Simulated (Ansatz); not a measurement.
**Molecular dynamics of CH₁₁NOSi₂ (part 4 of 4)**

CH₁₁NOSi₂; UKS PBE0/STO-3G (Ansatz 0.2.0). It belongs to a series of runs on one base structure; here: dynamics from the start.

Geometry of the input (Å):
```
Si -0.5066  0.6211  -1.0380
Si 0.1172  -1.8892  -0.8276
H  -1.2226  0.3134  -2.3116
H  -1.5395  1.4367  -0.3904
O  0.8007  1.4721  -1.5345
H  0.7604  -0.6130  0.3868
N  0.5046  0.6202  0.8341
C  -0.2254  0.6485  2.0774
H  -1.0688  -2.4597  -1.4718
H  1.2452  -2.2798  -1.6848
H  0.2545  -2.7763  0.3518
H  0.8562  1.7191  -2.4508
H  1.3173  1.2262  0.8671
H  0.4124  0.4255  2.9364
H  -1.0216  -0.0943  2.0259
H  -0.6839  1.6295  2.2301
```

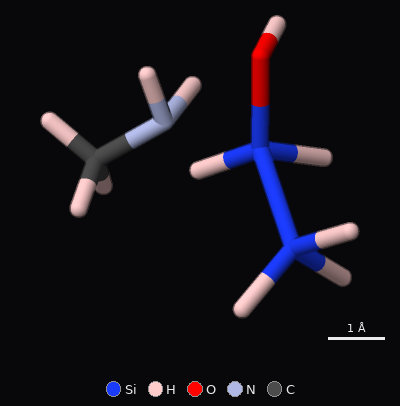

**Figure 1.** The geometry at step 124 of the log (stick view, seen at a tilt).

Trajectory as extended XYZ, continued
```
16
Properties=species:S:1:pos:R:3:forces:R:3 step=98 time_fs=49.0 energy=-20251.28815 temperature=1285.3
Si   -0.5063    0.3532   -1.3096   -2.4310   0.7785  -1.0024
Si   -0.0372   -1.7059   -0.8549   -0.7406  -2.4617   1.2816
H    -1.0751    0.3185   -2.6534   -0.2896   0.0502   0.2270
H    -1.3749    1.1153   -0.4344   -1.0306  -0.9360   0.0418
O     0.6843    1.4746   -1.3484    3.4262   4.0050  -1.8505
H     1.9553    0.8393    1.5831   -3.6617  -0.7905  -0.8620
N     0.9233    0.5982    1.0730    1.4640   4.8537  -0.9334
C    -0.2034    0.6442    2.1313    0.6234   1.3083  -0.1603
H    -1.0664   -2.4425   -1.6301    0.9619   0.1623   0.3014
H     1.3029   -2.1733   -1.1062   -0.0101   0.1111  -0.4803
H    -0.2748   -2.1205    0.5338   -0.0461   0.3841  -0.5658
H     0.5434    2.1742   -2.1395   -0.0016  -1.9573   1.7779
H     0.8035    1.6571    0.4533    0.5156  -4.0863   1.7733
H     0.0643   -0.1106    2.8249    0.2974  -1.3965   1.4536
H    -1.2098    0.3510    1.7385    0.9180   0.4834  -0.2763
H    -0.2990    1.5930    2.7299    0.0049  -0.5084  -0.7256
16
Properties=species:S:1:pos:R:3:forces:R:3 step=103 time_fs=51.5 energy=-20251.35320 temperature=1319.6
Si   -0.5305    0.3649   -1.3288   -1.0146   0.9964  -1.3030
Si   -0.0348   -1.7328   -0.8471    1.2789  -1.4019   1.1294
H    -1.0331    0.2545   -2.7154   -0.1584   0.2123   0.6454
H    -1.4483    1.1555   -0.5139   -0.7504  -1.0005  -0.0881
O     0.6914    1.4981   -1.3551    2.5946  -0.0368   1.8544
H     1.7694    0.8750    1.6008    2.9171   1.2526   2.0489
N     0.9536    0.6051    1.1030   -6.0205   3.0968  -3.9944
C    -0.1893    0.6402    2.1495    0.7704   1.0349  -1.5637
H    -1.0357   -2.2976   -1.7060    0.1661  -0.8076  -0.2444
H     1.3612   -2.2700   -1.0848   -1.5206   0.8223  -0.2947
H    -0.3102   -2.2501    0.4939   -0.1767   0.5069  -0.3996
H     0.6430    2.1799   -2.0528   -0.7113   0.8217  -1.4769
H     0.6823    1.6179    0.4172    1.8885  -4.1136   2.0685
H     0.0950   -0.0958    2.8556   -0.2187  -1.6310   1.3314
H    -1.1935    0.4519    1.6870    1.0187  -0.1586   0.3188
H    -0.2534    1.5816    2.7105   -0.0632   0.4061  -0.0322
16
Properties=species:S:1:pos:R:3:forces:R:3 step=109 time_fs=54.5 energy=-20251.60201 temperature=1451.4
Si   -0.5622    0.3818   -1.3555    0.4002   0.9645  -1.0921
Si   -0.0288   -1.7687   -0.8349    0.5907   0.3252  -0.0728
H    -0.9967    0.1941   -2.7431   -0.2434   0.2859   0.3628
H    -1.5920    1.1264   -0.6159   -0.1650  -0.8379  -0.1279
O     0.7122    1.5265   -1.3548    1.2201  -0.6414   1.5231
H     1.7246    1.0063    1.7517    0.2526   0.2637  -1.2446
N     0.9614    0.6276    1.1214    0.3950  -4.4143   5.8223
C    -0.1659    0.6398    2.1639    2.1874  -1.3550   0.9915
H    -0.9839   -2.1862   -1.8145    0.0114  -1.1931  -0.2033
H     1.3233   -2.3248   -1.0832   -0.8368   0.7357  -0.3004
H    -0.3680   -2.3684    0.4208   -0.3953   0.2686   0.3479
H     0.7094    2.2394   -2.0511   -0.9234  -0.0204  -0.7801
H     0.6686    1.3051    0.5036   -0.4450   4.6041  -3.8921
H     0.1047   -0.1722    2.9640   -1.2950   1.4422  -1.8132
H    -1.1121    0.5566    1.6440   -0.7440  -0.8948   0.0657
H    -0.2025    1.5988    2.6866   -0.0096   0.4669   0.4133
16
Properties=species:S:1:pos:R:3:forces:R:3 step=114 time_fs=57.0 energy=-20251.49372 temperature=1392.6
Si   -0.5879    0.3980   -1.3802    0.9503   0.1245  -0.2674
Si   -0.0227   -1.7981   -0.8247   -2.3264   1.7055  -1.1029
H    -0.9815    0.1624   -2.7428   -0.2481   0.3075  -0.3461
H    -1.7250    1.0472   -0.7089    0.2706  -0.4921  -0.0595
O     0.7348    1.5473   -1.3477    0.1490   1.0321  -0.7912
H     1.7531    1.1488    1.8384   -1.9762  -1.2631  -3.5088
N     0.9637    0.6316    1.1558    3.1403  -0.7871   4.8846
C    -0.1360    0.6342    2.1794    0.0047   1.2559   0.3448
H    -0.9376   -2.1688   -1.9156    0.5156  -0.9440   0.6319
H     1.2403   -2.3246   -1.1023    1.3486  -0.0602  -0.4637
H    -0.4402   -2.4474    0.3772   -0.3378   0.2055   0.4420
H     0.7060    2.2997   -2.1101   -0.7739  -2.1193   1.6230
H     0.6590    1.2436    0.3885    0.5470   2.0708  -0.9751
H     0.0376   -0.1660    2.9607   -0.5841   0.6754  -1.0061
H    -1.0762    0.5905    1.6180   -0.4851  -0.8492   0.4934
H    -0.1621    1.6388    2.6899   -0.1944  -0.8622   0.1011
16
Properties=species:S:1:pos:R:3:forces:R:3 step=119 time_fs=59.5 energy=-20251.17205 temperature=1220.1
Si   -0.6116    0.4145   -1.4056    1.4689  -1.1009   0.4318
Si   -0.0211   -1.8241   -0.8168   -3.1659   1.9799  -1.4613
H    -0.9799    0.1495   -2.7611   -0.0018   0.4200  -0.6427
H    -1.8426    0.9393   -0.8050    0.5382   0.0039   0.1140
O     0.7578    1.5706   -1.3426   -1.2807  -1.3657   0.3747
H     1.6830    1.2267    1.7373    0.4015  -0.1167  -0.8451
N     0.9790    0.6296    1.2108    0.7664   1.7513  -3.8508
C    -0.1063    0.6351    2.1957   -2.6590   3.7789  -2.0491
H    -0.8633   -2.2079   -1.9814    0.4987  -0.6788   0.9995
H     1.2287   -2.3244   -1.1470    1.7221  -0.1828  -0.1784
H    -0.5308   -2.5125    0.3568    0.0765   0.4497  -0.0623
H     0.6577    2.2544   -2.0907   -0.4064   0.0395   0.1900
H     0.6683    1.3304    0.1967    1.7296  -1.9319   4.1994
H    -0.0633   -0.1312    2.9092    0.3320  -1.9080   1.6352
H    -1.0665    0.5756    1.6209    0.3820  -0.3723   0.8252
H    -0.1334    1.6350    2.7021   -0.4019  -0.7662   0.3198
16
Properties=species:S:1:pos:R:3:forces:R:3 step=124 time_fs=62.0 energy=-20250.99531 temperature=1123.5
Si   -0.6322    0.4286   -1.4301    1.9372  -2.0181   0.2835
Si   -0.0258   -1.8459   -0.8120   -0.9319   1.5212  -1.8470
H    -0.9780    0.1618   -2.8138    0.3168   0.5241  -0.1447
H    -1.9294    0.8313   -0.8939    0.5450   0.4186   0.3502
O     0.7764    1.5888   -1.3358   -1.8796  -3.2276   1.7135
H     1.6435    1.3087    1.5892    2.7524   1.6391   1.9170
N     0.9974    0.6336    1.2508   -0.2677   0.2743  -6.3186
C    -0.0887    0.6518    2.2041   -2.6727   0.0999   0.0649
H    -0.7620   -2.2883   -1.9917   -0.0811  -0.5693   0.5112
H     1.3070   -2.3306   -1.1988   -0.3185   0.5458   0.7595
H    -0.6170   -2.5513    0.3342    0.4625   0.5862  -0.2967
H     0.5818    2.2125   -2.0650   -0.4072   1.8580  -1.4821
H     0.7700    1.3134    0.2334    0.2023  -2.5566   3.6404
H    -0.1463   -0.1820    2.9283    0.9490   0.0234   0.0281
H    -1.0419    0.5392    1.6666   -0.2010   0.2255  -0.0674
H    -0.1277    1.5928    2.7357   -0.4055   0.6555   0.8882
16
Properties=species:S:1:pos:R:3:forces:R:3 step=129 time_fs=64.5 energy=-20250.74013 temperature=977.4
Si   -0.6486    0.4384   -1.4542    2.2112  -2.4664  -0.1245
Si   -0.0326   -1.8643   -0.8111    0.6228   1.7995  -2.1322
H    -0.9582    0.2046   -2.8749    0.4275   0.4641   0.4031
H    -1.9841    0.7472   -0.9624    0.4455   0.6279   0.4900
O     0.7875    1.5966   -1.3242   -3.1276  -0.5760  -1.2626
H     1.7314    1.4486    1.5377   -0.6981  -2.3931   1.3812
N     1.0177    0.6403    1.2676    5.1612   0.1187   3.0389
C    -0.0842    0.6702    2.2126   -1.8820  -1.7026   2.2516
H    -0.6653   -2.4033   -1.9728   -0.6006  -0.5165  -0.1983
H     1.3723   -2.3070   -1.2074   -1.3499   0.7834   1.2916
H    -0.6772   -2.5566    0.2970    0.5129   0.4058   0.0811
H     0.4893    2.2548   -2.0993    0.6954  -0.6815   1.3369
H     0.8760    1.1632    0.4544   -2.8461   1.5222  -4.6898
H    -0.1731   -0.2359    2.9538    1.3929   1.7108  -1.2948
H    -1.0295    0.5146    1.7089   -0.7712   0.5599  -0.8351
H    -0.1452    1.5798    2.8159   -0.1938   0.3439   0.2629
16
Properties=species:S:1:pos:R:3:forces:R:3 step=134 time_fs=67.0 energy=-20251.16905 temperature=1210.6
Si   -0.6603    0.4430   -1.4783    2.3756  -2.7828  -0.0526
Si   -0.0384   -1.8789   -0.8149    0.0823   2.2289  -2.7504
H    -0.9141    0.2747   -2.9148    0.3034   0.3146   0.3728
H    -2.0117    0.7002   -1.0022    0.4139   0.7330   0.4805
O     0.7872    1.6013   -1.3164   -3.5661  -0.5045  -1.5024
H     1.7908    1.4677    1.5657   -1.7643  -2.5156   0.4533
N     1.0579    0.6471    1.2954    3.9386   1.2191   2.4901
C    -0.0895    0.6815    2.2312   -1.5398   0.0691   1.4188
H    -0.6011   -2.5472   -1.9611   -0.4668  -0.0866  -0.0594
H     1.3651   -2.2392   -1.1420   -0.6547   0.4720   1.1476
H    -0.7080   -2.5381    0.2658    0.3148   0.1535   0.6852
H     0.4337    2.2710   -2.0694    1.0011  -0.7247   1.5042
H     0.8284    1.0894    0.4261   -1.6506   1.0288  -2.8433
H    -0.1214   -0.2022    2.9137    0.8984   0.3426  -0.1272
H    -1.0540    0.5230    1.7081    0.2720   0.7012  -0.3251
H    -0.1741    1.5841    2.9090    0.0421  -0.6485  -0.8922
16
Properties=species:S:1:pos:R:3:forces:R:3 step=140 time_fs=70.0 energy=-20250.67847 temperature=951.8
Si   -0.6676    0.4406   -1.5074    2.4435  -2.8784   0.3682
Si   -0.0460   -1.8901   -0.8272   -2.3727   2.0474  -2.7410
H    -0.8394    0.3827   -2.9386   -0.0355   0.1017  -0.1881
H    -2.0120    0.7014   -1.0133    0.4034   0.7297   0.3375
O     0.7701    1.6022   -1.3126   -2.1339  -3.7625   1.3143
H     1.7647    1.3457    1.6460    2.1046   3.0360   1.1854
N     1.1226    0.6584    1.3391   -5.4562  -1.5133  -5.7892
C    -0.1050    0.6964    2.2605    0.2409   1.1390  -1.3605
H    -0.5563   -2.7214   -1.9461    0.0952   0.6916   0.5602
H     1.3223   -2.1244   -0.9779    1.4387  -0.0714   0.5689
H    -0.7198   -2.5015    0.2798    0.2452   0.2888   0.6607
H     0.4290    2.2662   -1.9460   -0.4891   2.3900  -1.3026
H     0.6788    1.0884    0.2106    2.7905  -0.7961   5.0550
H     0.0048   -0.1577    2.8717   -0.1841  -1.7699   1.4259
H    -1.0610    0.5830    1.6864    0.7913   0.1599   0.3762
H    -0.2062    1.5502    2.9592    0.1181   0.2075  -0.4706
16
Properties=species:S:1:pos:R:3:forces:R:3 step=145 time_fs=72.5 energy=-20251.46135 temperature=1376.6
Si   -0.6679    0.4320   -1.5308    2.3805  -2.1148   0.2985
Si   -0.0570   -1.8946   -0.8437   -1.6284   1.6470  -1.5629
H    -0.7783    0.4796   -2.9664   -0.3603  -0.1776  -0.2458
H    -1.9860    0.7495   -0.9999    0.3238   0.5057   0.1633
O     0.7459    1.5902   -1.3062   -2.3447  -1.3583   0.0052
H     1.8239    1.3736    1.7698   -0.3098   0.5837  -0.6778
N     1.1572    0.6648    1.3525   -3.5693   0.4432  -2.1742
C    -0.1166    0.7131    2.2798    3.0821  -2.4410  -0.1498
H    -0.5162   -2.8266   -1.9022    0.2876   0.7779   0.4238
H     1.3591   -2.0289   -0.8003    0.5374  -0.0482   0.2536
H    -0.7130   -2.4521    0.3329    0.3032   0.5722  -0.0118
H     0.4125    2.3748   -1.8904    0.1817  -0.1976   0.5355
H     0.7103    1.0411    0.3208    2.6950   0.1836   3.3219
H     0.0993   -0.2068    2.9094   -1.3763   0.9015  -0.4343
H    -1.0234    0.6454    1.6853   -0.4099  -0.4763  -0.1428
H    -0.2252    1.5325    2.9698    0.2074   1.1990   0.3976
16
Properties=species:S:1:pos:R:3:forces:R:3 step=150 time_fs=75.0 energy=-20250.91183 temperature=1083.6
Si   -0.6632    0.4189   -1.5537    2.0066  -1.1078  -0.2117
Si   -0.0712   -1.8954   -0.8634    0.9427   2.1784   0.5383
H    -0.7383    0.5658   -3.0062   -0.5911  -0.4917   0.2008
H    -1.9406    0.8271   -0.9769    0.2513   0.1491  -0.0181
O     0.7133    1.5728   -1.2992   -1.7306   0.8275  -0.3483
H     1.8746    1.4418    1.8578   -2.1949  -2.2333  -2.1421
N     1.1778    0.6713    1.3606    2.9632  -1.3271  11.8160
C    -0.1138    0.7195    2.2980    3.5218  -1.8546   0.3390
H    -0.4608   -2.8888   -1.8358    0.1198   0.1746  -0.2877
H     1.4222   -1.9369   -0.6102   -1.5910  -0.0697  -0.5064
H    -0.6894   -2.3699    0.3860    0.1061   0.5851  -0.5465
H     0.4023    2.4769   -1.8123    0.3747  -2.4461   1.2845
H     0.8733    1.0241    0.5705   -2.5178   4.7902  -8.8192
H     0.1168   -0.2150    2.9303   -1.6019   1.3892  -0.7426
H    -1.0045    0.6817    1.6783   -0.5156  -0.6409  -0.1697
H    -0.2308    1.5742    2.9943    0.4569   0.0773  -0.3861
```

Summary

| quantity | value |
| --- | --- |
| outcome | finished |
| mean temperature over the second half | 1222 K |
| trajectory | 150 steps, 75 fs |
| ensemble | nve |
| temperature in the input | 600.0 K |
| time step | 0.5 fs |
| potential energy (last step) | −20250.9119 eV |
| mean-field energy (last step) | −20250.9119 eV |
| largest force (length of the vector) (last step) | 12.254 eV/Å |
| wall time | 6.4 min |
| peak memory | 0.19 GiB |

So short a trajectory is not equilibrated.
